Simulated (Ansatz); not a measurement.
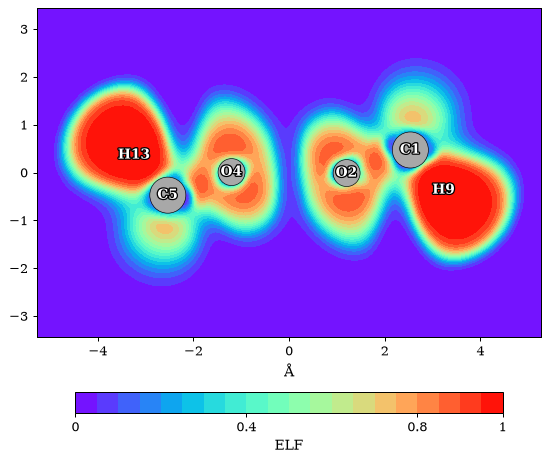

Figure 1: C2H10Al2O2 (SMILES C[O+]1[AlH2-][O+](C)[AlH2-]1). ELF on the plane of atoms O4, C5 and H13. Grey discs cover the atomic cores.

Geometry: PBE0-D4/def2-TZVP.

These are results of RKS PBE0-D4/def2-TZVPP in Ansatz, not measurements.

```yaml
atoms:
  - { symbol: C, position_ang: [-0.2901, -1.0268, 2.3481] }
  - { symbol: O, position_ang: [0.0287, -0.3282, 1.1570] }
  - { symbol: Al, position_ang: [0.9838, -0.9511, -0.2939] }
  - { symbol: O, position_ang: [-0.0287, 0.3279, -1.1568] }
  - { symbol: C, position_ang: [0.2903, 1.0264, -2.3480] }
  - { symbol: Al, position_ang: [-0.9837, 0.9509, 0.2941] }
  - { symbol: H, position_ang: [-1.3371, -0.8585, 2.6110] }
  - { symbol: H, position_ang: [-0.1389, -2.0994, 2.2043] }
  - { symbol: H, position_ang: [0.3465, -0.6788, 3.1642] }
  - { symbol: H, position_ang: [0.5530, -2.4537, -0.5755] }
  - { symbol: H, position_ang: [2.5075, -0.5050, -0.3382] }
  - { symbol: H, position_ang: [0.0917, 2.0931, -2.2204] }
  - { symbol: H, position_ang: [-0.3118, 0.6443, -3.1749] }
  - { symbol: H, position_ang: [1.3494, 0.8989, -2.5840] }
  - { symbol: H, position_ang: [-2.5078, 0.5064, 0.3379] }
  - { symbol: H, position_ang: [-0.5527, 2.4535, 0.5752] }
```

Describe what can be read from this map.

Answer.
- The section cuts through C, O and H sites.
- C–O (1.42 Å): the ELF peaks at about 0.90 between the atoms: a polar covalent bond.
- C–H (1.09 Å): the ELF climbs to about 1 towards the hydrogen, as it does in any bond to H (an ordinary covalent bond to hydrogen).
- The ELF also peaks beside O2 and O4, away from the bonds: lone-pair regions.
